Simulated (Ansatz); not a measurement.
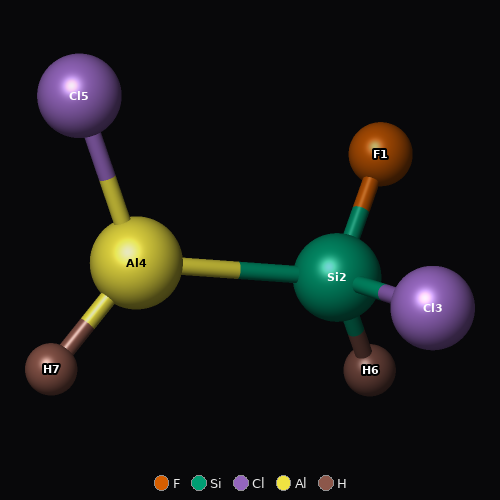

The system is AlCl2FH2Si, SMILES F[SiH](Cl)[AlH][Cl]; the picture shows the reference structure. Coordinates scanned: (1) bond length Si2–Al4; (2) dihedral F1–Si2–Al4–Cl5. Nothing is relaxed (all other coordinates rigid). Grid: 11 × 12 points. Points are written as (first, second). Energies: kcal/mol, counted from the lowest grid point. All numbers below come from Ansatz, RKS B3LYP-D4/def2-SVP.

Its coordinates:

| atom | x (Å) | y (Å) | z (Å) |
| --- | --- | --- | --- |
| F | -0.9214 | -0.8503 | -1.8189 |
| Si | -0.5914 | -0.8653 | -0.2235 |
| Cl | 0.8973 | -2.2939 | 0.1156 |
| Al | 0.4673 | 1.2283 | 0.4730 |
| Cl | 1.5550 | 2.2683 | -1.0052 |
| H | -1.8215 | -1.3452 | 0.4668 |
| H | 0.4760 | 1.7901 | 1.9466 |

Range: bond length Si2–Al4 from 2.154 to 3.059 Å; dihedral F1–Si2–Al4–Cl5 from −180 to 150°.

What will the energy surface look like?

The lowest grid point is at (2.425 Å, 150°). The highest grid point, (3.059 Å, −30°), lies 19.3 kcal/mol above the lowest. Round the minimum the two coordinates are weakly coupled (coupling 0.07 in units of the two stiffnesses).

| dihedral F1–Si2–Al4–Cl5 ↓, bond length Si2–Al4 → | 2.154 | 2.244 | 2.335 | 2.425 | 2.516 | 2.606 | 2.697 | 2.787 | 2.878 | 2.969 | 3.059 |
| --- | --- | --- | --- | --- | --- | --- | --- | --- | --- | --- | --- |
| 150 | 12.0 | 5.1 | 1.3 | 0.0 | 0.4 | 2.1 | 4.6 | 7.7 | 11.3 | 15.2 | 19.3 |
| 120 | 12.3 | 5.3 | 1.5 | 0.0 | 0.4 | 2.0 | 4.5 | 7.6 | 11.1 | 15.0 | 19.2 |
| 90 | 12.8 | 5.7 | 1.8 | 0.3 | 0.5 | 2.1 | 4.5 | 7.6 | 11.1 | 14.9 | 19.1 |
| 60 | 13.2 | 6.0 | 2.0 | 0.4 | 0.7 | 2.2 | 4.6 | 7.7 | 11.1 | 15.0 | 19.1 |
| 30 | 13.0 | 5.9 | 1.9 | 0.4 | 0.7 | 2.2 | 4.7 | 7.7 | 11.2 | 15.1 | 19.2 |
| 0 | 12.5 | 5.5 | 1.7 | 0.2 | 0.6 | 2.2 | 4.7 | 7.8 | 11.3 | 15.2 | 19.3 |
| −30 | 12.3 | 5.3 | 1.5 | 0.1 | 0.5 | 2.2 | 4.7 | 7.8 | 11.3 | 15.2 | 19.3 |
| −60 | 12.9 | 5.8 | 1.9 | 0.4 | 0.7 | 2.2 | 4.7 | 7.8 | 11.3 | 15.1 | 19.2 |
| −90 | 14.2 | 6.7 | 2.6 | 0.9 | 1.0 | 2.4 | 4.8 | 7.8 | 11.2 | 15.0 | 19.1 |
| −120 | 14.6 | 7.1 | 2.8 | 1.0 | 1.1 | 2.4 | 4.8 | 7.8 | 11.2 | 15.0 | 19.1 |
| −150 | 13.6 | 6.4 | 2.3 | 0.7 | 0.8 | 2.3 | 4.7 | 7.8 | 11.2 | 15.1 | 19.2 |
| −180 | 12.5 | 5.5 | 1.6 | 0.2 | 0.5 | 2.1 | 4.7 | 7.7 | 11.3 | 15.1 | 19.3 |

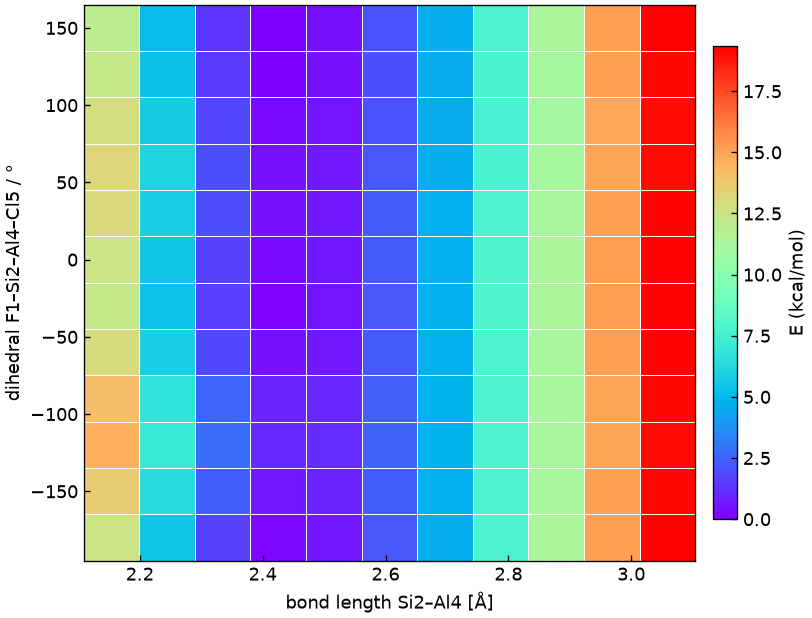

Drawn: one coloured cell a grid point.

The whole map (132 points run) took 9.5 min on 1 thread of Arm Neoverse V2, with other jobs on the host.
